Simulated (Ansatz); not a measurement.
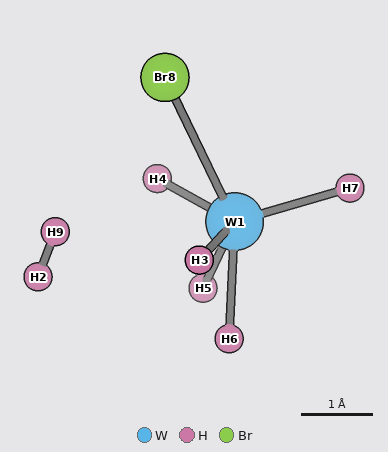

WH$_{7}$Br, before the relaxation. Style: ball-and-stick. Shown at a tilt.

The run prepares an end point of a later path (reaction) calculation, from a guessed geometry.

These are results of RKS r2SCAN/def2-SVP (Ansatz), not measurements.

Input
```yaml
crystal:
  periodic: [false, false, false]
  atoms:
    - { symbol: W, position_ang: [0.24164, 0.250888, -0.396141] }
    - { symbol: H, position_ang: [0.116104, 0.12094, 2.51261] }
    - { symbol: H, position_ang: [1.430078, -0.600853, 0.397854] }
    - { symbol: H, position_ang: [-0.631232, 1.425941, 0.395743] }
    - { symbol: H, position_ang: [-1.344961, -0.085232, 0.071175] }
    - { symbol: H, position_ang: [-0.075768, -1.339182, 0.070371] }
    - { symbol: H, position_ang: [0.328838, 0.338007, -2.104671] }
    - { symbol: Br, position_ang: [1.962298, 2.002791, 0.26995] }
    - { symbol: H, position_ang: [0.555503, 0.5769, 2.167108] }
basis:
  gaussian: { orbitals: def2-SVP }
hamiltonian:
  xc: r2scan
relax:
  f_tol: 0.03
  max_steps: 50
```

Run as
```bash
ansatz run input.yaml --threads 2 --pin off --max-ram 3072MiB --backend cpu --events-out ev --progress --plain --runs-dir out
```

Where does the relaxation end?

The energy falls by 154.0 kJ/mol in 16 geometry steps. The largest force component goes from 1.2 to 0.017 eV/Å. The largest move after the best rigid fit is that of H2, 1.57 Å. Largest moves by element: H 1.57 Å, Br 1.23 Å, W 0.78 Å. Some distances before and after: W1–H2 2.914 → 1.802 Å, W1–H9 2.603 → 1.789 Å, H2–H9 0.721 → 0.943 Å, W1–Br8 2.544 → 2.437 Å. New bonds form, among them: W1–H2 (2.91 → 1.80 Å), W1–H9 (2.60 → 1.79 Å). Bond angles that change, for instance: H5–W1–H7 109.5° → 57.9°, H6–W1–H7 109.5° → 58.0°, H3–W1–Br8 75.2° → 104.6°. The run took 42 s on 2 threads of Intel(R) Xeon(R) Platinum 8488C (Sapphire Rapids), with other jobs on the host, peak memory 0.19 GiB.

Final geometry:

```xyz
9

W     0.5830    0.5993    0.2064
H    -0.4702   -0.4820    1.1903
H     1.6006   -0.4070    1.1038
H    -0.4432    1.5989    1.1013
H    -1.0864    0.3702    0.0396
H     0.3761   -1.0734    0.0440
H    -0.0875   -0.0832   -1.1674
Br    2.0917    2.1308   -0.9419
H     0.0185    0.0366    1.8079
```

After the run, drawn alike:

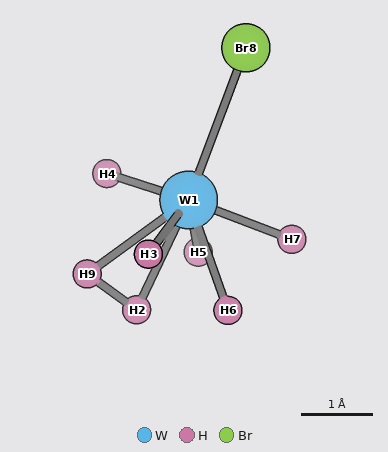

Limits of the set-up: the start holds two separate molecules, 2.3 Å apart at their closest, whose relative position is a soft coordinate and is computed without a dispersion correction.
